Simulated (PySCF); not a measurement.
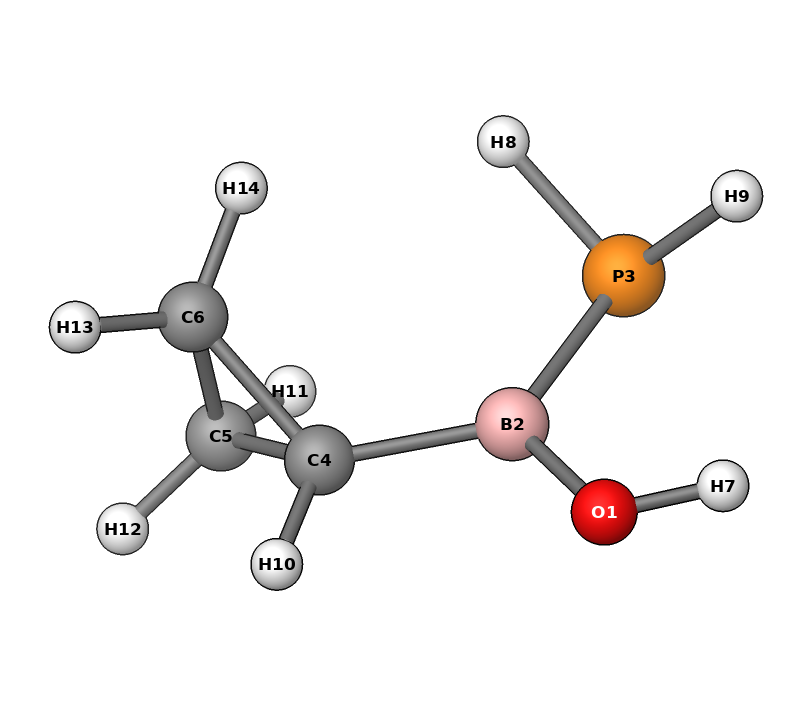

Computed geometry: PBE0-D3(BJ)/def2-SVP optimisation. No frequency run is at hand to confirm it as a minimum. Method: delta-SCF UKS SCAN, def2-TZVP on the ionised atom, pcseg-1 elsewhere, spin-free X2C (PySCF 2.14.0).

Give the core-electron binding energies (to vacuum; p and d levels without spin–orbit splitting) of O1 1s, B2 1s, P3 1s, P3 2p, C4 1s, C5 1s.

```
atom  level  binding energy (eV)
  O1     1s                539.6
  B2     1s                196.5
  P3     1s               2153.7
  P3     2p                136.8
  C4     1s                290.5
  C5     1s                291.1
```
